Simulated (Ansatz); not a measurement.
Input

```
crystal:
  lattice:
    - [0.0, 5.3447846329, 5.3447846329]
    - [5.3447846329, 0.0, 5.3447846329]
    - [5.3447846329, 5.3447846329, 0.0]
  atoms:
    - { symbol: Cs, position: [0.5, 0.5, 0.5] }
    - { symbol: Cs, position: [0.25, 0.25, 0.25] }
    - { symbol: Fe, position: [0.75, 0.75, 0.75], spin: -2.86 }
    - { symbol: Fe, position: [0.0, 0.0, 0.0], spin: 2.86 }
    - { symbol: Cl, position: [0.8750003015, 0.3749990955, 0.8750003015] }
    - { symbol: Cl, position: [0.8750003015, 0.8750003015, 0.8750003015] }
    - { symbol: Cl, position: [0.3749990955, 0.8750003015, 0.8750003015] }
    - { symbol: Cl, position: [0.8750003015, 0.8750003015, 0.3749990955] }
basis:
  ecutwfc: 420
kpoints:
  mp_grid: { grid: [6, 6, 6] }
hamiltonian:
  xc: pbe
scf:
  occupations: { method: gaussian, width: 0.1 }
output:
  forces: true
  stress: true
  eigenvalues: true
  populations: true
  write_density: true
  write_potential: true
  elf: true
  volumetric_format: npy
magnetization:
  spin_polarized: true
relax:
  adjacent_minimum: "off"
  f_tol: 0.01
  max_steps: 80
  cell: { stress_tol: 0.05 }
```

Command:

```sh
ansatz run input.yaml --threads 1 --pin off --max-ram 2560MiB --backend cpu --events-out ev --progress --plain --runs-dir out
```

Below, planes, directions and counts refer to the cell of the magnetic structure (a = 10.67 Å, b = 10.67 Å, c = 10.67 Å, α = 90.00°, β = 90.00°, γ = 90.00°).

The fields are those of the relaxed geometry.

Space group Fd-3m; a structure generated by program, which may or may not match a known phase; the SCF solution may not be the lowest one; the program warned that another magnetic order may lie lower; spin-polarised.

Method: Ansatz, DFT PBE, scalar-relativistic, plane waves, PAW.

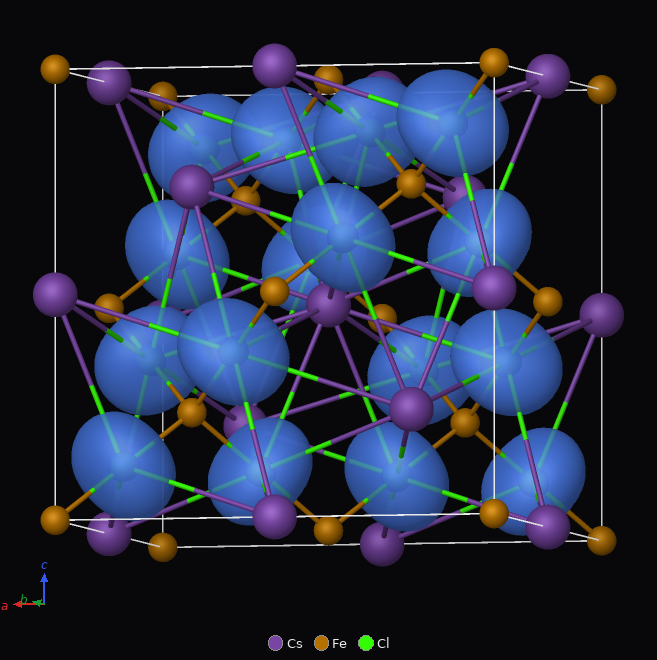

CsFeCl$_{2}$. Isosurface of the electron localisation function at 0.65 (blue), seen at an oblique angle. Core shells and regions of very low density are left out. Sticks mark near contacts.

In a PAW calculation such maps are meaningful between the atoms, not at the nuclei.

> Identify the bonds, lone pairs and shells in this picture.

The ELF exceeds this value in 16 regions wrapped around Cl (the valence shell of each), counted in one cell of 32 atoms. Any copies at cell faces, edges or corners count once. Along the contacts the grid gives the following. Fe–Cl (2.31 Å): the ELF peaks at about 0.85 in the valence shell of Cl, 0.7 Å from its nucleus, and is about 0.30 at the midpoint. Cs–Cl (4.42 Å): the ELF is about 0 at the midpoint; no localised pair shows between them.
